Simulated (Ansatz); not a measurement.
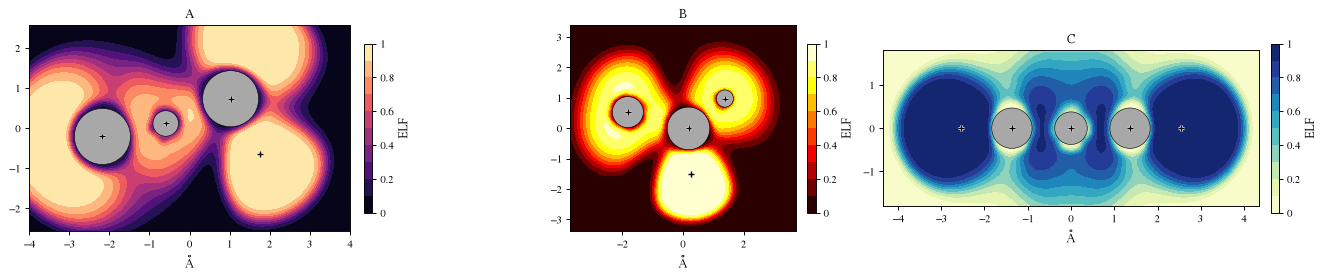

The electron localisation function of 3 systems, each on a plane through atoms (crosses mark nuclei in the plane; grey discs cover the cores).

Method: isolated molecule in a Gaussian basis; Kohn-Sham density functional theory, functional PBE0 (Ansatz).

System 1: CH$_{2}$B$_{2}$, a plane that holds the molecular axis. Geometry: PBE0-D3(BJ)/def2-SVP.

```yaml
atoms:
  - { symbol: C, position_ang: [0.0000, 0.0000, 0.0000] }
  - { symbol: B, position_ang: [0.0000, 0.0000, -1.3655] }
  - { symbol: B, position_ang: [0.0000, 0.0000, 1.3655] }
  - { symbol: H, position_ang: [0.0000, 0.0000, 2.5517] }
  - { symbol: H, position_ang: [0.0000, 0.0000, -2.5517] }
```

System 2: HNSi$_{2}$, the molecular plane. Geometry: PBE-D3(BJ)/def2-SVP.

```yaml
atoms:
  - { symbol: N, position_ang: [-0.2602, 0.8959, -0.8665] }
  - { symbol: Si, position_ang: [0.3263, -0.5452, -1.2849] }
  - { symbol: Si, position_ang: [-0.7325, 2.4149, -0.1861] }
  - { symbol: H, position_ang: [-1.6859, 2.8451, -1.3415] }
```

System 3: ClHOSi, the molecular plane. Geometry: BLYP-D3(BJ)/def2-SVP.

```xyz
4

Cl    1.3470    0.8966    0.3557
O     0.1001   -2.0448   -0.0456
Si   -0.0378   -0.6237    0.5486
H    -1.1779   -0.1033    1.3554
```

> Match each panel to its system.

Panel A is system 2, HNSi$_{2}$: the plane holds N, Si and H. Si–N (1.61 Å): the ELF peaks at about 0.85 between the atoms; a short, strongly polar bond. Panel B is system 3, ClHOSi: the plane holds Cl, O, Si and H. Si–O (1.55 Å): the ELF peaks at about 0.85 between the atoms; a polar covalent bond. Panel C is system 1, CH$_{2}$B$_{2}$: the plane holds C, B and H. C–B (1.37 Å): the ELF peaks at about 0.90 between the atoms; localised, covalent bonding.
